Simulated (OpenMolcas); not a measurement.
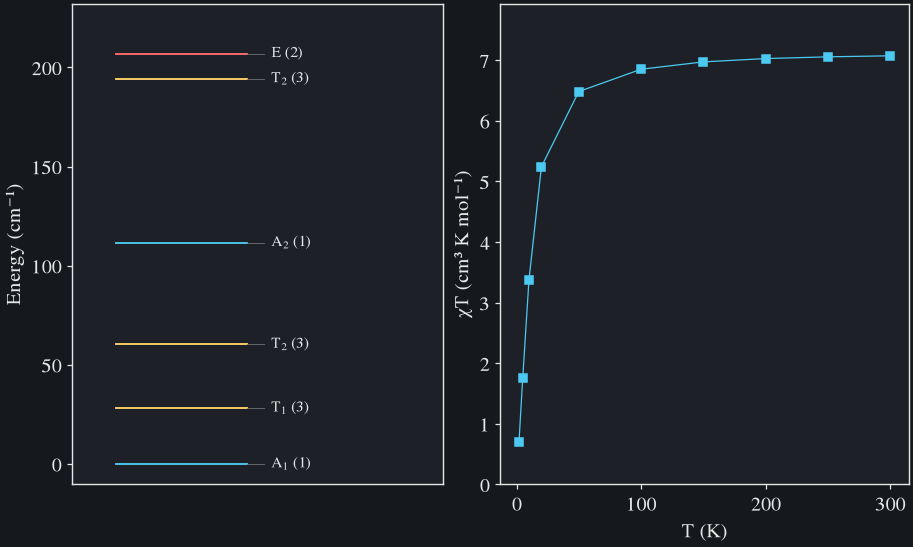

Levels of a 4f ion of charge +3 as a dopant in Cs₂NaYCl₆, a cluster with its 6 nearest Cl⁻ at 2.619 Å (octahedron) embedded in model potentials and point charges; the geometry was set, not optimised. Labels give the representation in O, Td, D4 or D3 as the site allows (double group for half-integer spin) where it could be assigned and, in brackets, the degeneracy; spin-free states, where drawn, share the zero of the spin-orbit levels. Computed with OpenMolcas: state-averaged CASSCF, the open shell active, basis ANO-RCC-VDZP on all atoms, DKH2 scalar Hamiltonian, spin-orbit coupling by RASSI with atomic mean-field integrals. Powder susceptibility by Van Vleck's formula.

Which ion is the dopant?

Tm³⁺ (4f¹²). The ground level is A₁, non-degenerate, 99 % from states of spin multiplicity 3, effective J = 6.01, with |mJ| = 4 the largest share (87 %). The next level lies at 28 cm⁻¹ (T₁). The lowest J multiplet spreads over 207 cm⁻¹. χT is 0.702 cm³ K mol⁻¹ at 2 K and 7.07 at 300 K, an effective moment of 7.52 μB. The active orbitals hold 100 % metal character (Löwdin), and the Mulliken charge of the metal is +1.74.

Limits of the model: the geometry is set by hand, with no relaxation and no charge compensation.
